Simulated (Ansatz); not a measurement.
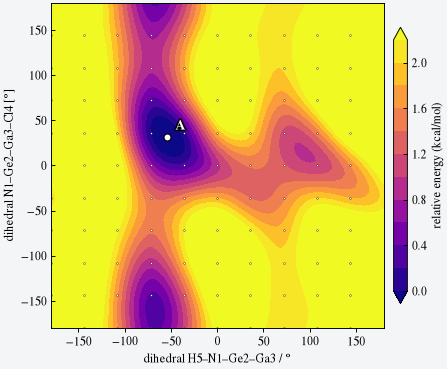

ClGaGeH₅N, SMILES [NH2][GeH2][GaH][Cl]. Coordinates scanned: (1) dihedral H5–N1–Ge2–Ga3; (2) dihedral N1–Ge2–Ga3–Cl4. Nothing is relaxed (all other coordinates rigid). Grid: 10 × 10 points. Points are written as (first, second). Energies: kcal/mol, counted from the lowest grid point. The calculation used RKS PBE-D4/def2-SVP in Ansatz.

The picture shows filled contours, dots at the grid points, one colour for all values above the top of the scale, the well A. Between grid points the surface is interpolated.

Estimate the position of the minimum and the force constants in these coordinates. Take the well at A.

Answer. The interpolated minimum is at dihedral H5–N1–Ge2–Ga3 ≈ −54°, dihedral N1–Ge2–Ga3–Cl4 ≈ 32°. The curvatures there are about 0.28 eV/rad² and 0.19 eV/rad², with a cross term of about 0.088 eV/rad². Round the minimum the valley is somewhat tilted: raising dihedral H5–N1–Ge2–Ga3 shifts the best value of dihedral N1–Ge2–Ga3–Cl4 downwards (coupling k₁₂/√(k₁₁k₂₂) about 0.4). (1 eV is 23.1 kcal/mol.)
